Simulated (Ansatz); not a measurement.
# UBHLYP/aug-cc-pVDZ run of SiF3 (trifluorosilyl)

Aim: the electronic atomisation energy of SiF3 (trifluorosilyl) at UBHLYP/aug-cc-pVDZ, from 3 runs. 

The calculation is run with Ansatz 0.2.0.

20 further runs of the same task are left out: 20 set aside as unsound or not needed.

## Step 1: The molecule

SiF3: 4 atoms, total charge 0, spin state doublet. SMILES: `F[Si](F)F`. Geometry: relaxed at PBE0-D4/def2-TZVP.

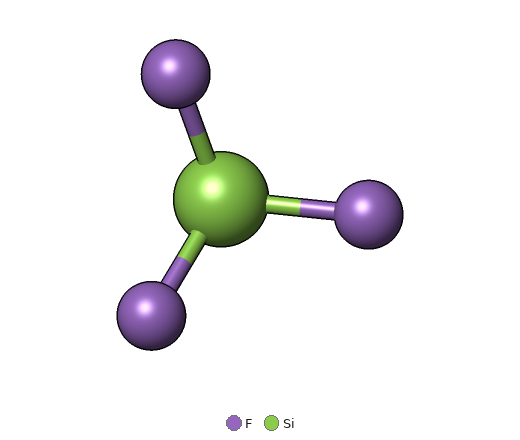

The structure, seen from a chosen angle (fluorine purple, silicon green).

## Step 2: The energy at UBHLYP/aug-cc-pVDZ

File job.yaml:

```yaml
crystal:
  periodic: [false, false, false]
  atoms:
    - {symbol: F, position_ang: [0.784850, -0.507040, 1.151700]}
    - {symbol: Si, position_ang: [-0.282750, 0.213060, 0.234280]}
    - {symbol: F, position_ang: [-0.994260, -0.892250, -0.644340]}
    - {symbol: F, position_ang: [0.492160, 1.186230, -0.741640]}
basis:
  gaussian:
    orbitals: aug-cc-pVDZ
magnetization:
  spin_polarized: true
  initial_magnetization: 1
hamiltonian:
  xc: {name: BHLYP}
accuracy: high
output:
  orbitals: {seedname: orbitals}
```

Started as:

```bash
$ ansatz run job.yaml --threads 1 --pin off --max-ram 3480MiB --events-out events.jsonl --progress --plain --runs-dir runs
```

Log:

```text
Warning: RAYON_NUM_THREADS=1 ignored (pool sized by the plan → 1); use --threads N
Functional definition: BHLYP
  name "BHLYP"
  parameter a = 0.5
  exchange = (1 - a)*b88_x + a*exact_x
  correlation = lyp_c
1923 factors; integrals over basis functions are off by at most 3.1e-9 eV
mean field evaluation 1: about -16025.5754 eV, gradient 3.4e1 eV
mean field evaluation 2: about -16024.5935 eV, gradient 4.1e1 eV
mean field evaluation 4: about -16029.3270 eV, gradient 9.9e-1 eV
mean field evaluation 8: about -16029.5676 eV, gradient 1.3e-1 eV
mean field evaluation 16: about -16029.5677 eV, gradient 3.5e-5 eV
mean field -16029.56772068 eV, -589.0757485038 hartree, gradient 5.3e-8 eV, S^2 0.751468; 0 other end points of the search recorded, 0 dependent functions left out
reference -16029.56774570 eV, -589.0757494232 hartree; 21, 20 occupied and 75, 76 virtual orbitals, 1923 factors
Total energy: -16029.56774570 eV, -589.0757494232 hartree
```

It took 14 s on 1 thread of Arm Neoverse V1, shared host; peak memory 0.42 GiB.

## Step 3: The F atom at the same level

File run.yaml:

```yaml
crystal:
  periodic: [false, false, false]
  atoms:
    - {symbol: F, position_ang: [0.000000, 0.000000, 0.000000]}
basis:
  gaussian: {orbitals: aug-cc-pVDZ}
accuracy: high
magnetization: {spin_polarized: true, initial_magnetization: 1}
hamiltonian: {xc: {name: BHLYP}}
```

Started as:

```bash
$ ansatz run run.yaml --threads 1 --pin off --max-ram 3480MiB --events-out events.jsonl --progress --plain --runs-dir runs
```

Log:

```text
Warning: RAYON_NUM_THREADS=1 ignored (pool sized by the plan → 1); use --threads N
[... 5 set-up lines as earlier in the session ...]
199 factors; integrals over basis functions are off by at most 2.8e-9 eV
mean field evaluation 1: about -2713.2958 eV, gradient 4.8e0 eV
mean field evaluation 2: about -2713.3633 eV, gradient 7.9e-1 eV
mean field evaluation 4: about -2713.3667 eV, gradient 1.2e-1 eV
mean field evaluation 8: about -2713.3668 eV, gradient 1.4e-3 eV
mean field -2713.36681587 eV, -99.7143912971 hartree, gradient 8.1e-9 eV, S^2 0.752007; 0 other end points of the search recorded, 0 dependent functions left out
reference -2713.36683226 eV, -99.7143918996 hartree; 5, 4 occupied and 18, 19 virtual orbitals, 199 factors
Total energy: -2713.36683226 eV, -99.7143918996 hartree
```

It took 0.36 s on 1 thread of Arm Neoverse V1, shared host.

## Step 4: The Si atom at the same level

File run.yaml:

```yaml
crystal:
  periodic: [false, false, false]
  atoms:
    - {symbol: Si, position_ang: [0.000000, 0.000000, 0.000000]}
basis:
  gaussian:
    orbitals: aug-cc-pVDZ
magnetization:
  spin_polarized: true
  initial_magnetization: 2
hamiltonian:
  xc: {name: BHLYP}
accuracy: high
```

Started as:

```bash
$ ansatz run run.yaml --threads 1 --pin off --max-ram 3480MiB --events-out events.jsonl --progress --plain --runs-dir runs
```

Log:

```text
Warning: RAYON_NUM_THREADS=1 ignored (pool sized by the plan → 1); use --threads N
[... 5 set-up lines as earlier in the session ...]
231 factors; integrals over basis functions are off by at most 3.2e-9 eV
mean field evaluation 1: about -7874.2523 eV, gradient 2.4e0 eV
mean field evaluation 2: about -7874.3239 eV, gradient 5.9e-1 eV
mean field evaluation 4: about -7874.3291 eV, gradient 1.1e-1 eV
mean field evaluation 8: about -7874.3293 eV, gradient 9.1e-5 eV
mean field -7874.32925407 eV, -289.3762626749 hartree, gradient 5.4e-8 eV, S^2 2.005406; 0 other end points of the search recorded, 0 dependent functions left out
reference -7874.32927113 eV, -289.3762633019 hartree; 8, 6 occupied and 19, 21 virtual orbitals, 231 factors
Total energy: -7874.32927113 eV, -289.3762633019 hartree
```

It took 0.76 s on 1 thread of Arm Neoverse V1, shared host; peak memory 0.092 GiB.

## Step 5: Results

At UBHLYP/aug-cc-pVDZ:

```
                                    quantity          value
                      molecule: total energy  -589.07575 Eh
molecule: HOMO energy (highest over α and β)       -9.24 eV
 molecule: LUMO energy (lowest over α and β)       -2.89 eV
                              molecule: ⟨S²⟩          0.751
                        F atom: total energy   -99.71439 Eh
                                F atom: ⟨S²⟩          0.752
                       Si atom: total energy  -289.37626 Eh
                               Si atom: ⟨S²⟩          2.005
               electronic atomisation energy      15.138 eV
```

What this shows: Taking the molecule apart into free atoms costs 15.14 eV (349 kcal/mol), before zero-point energy and without spin-orbit coupling.
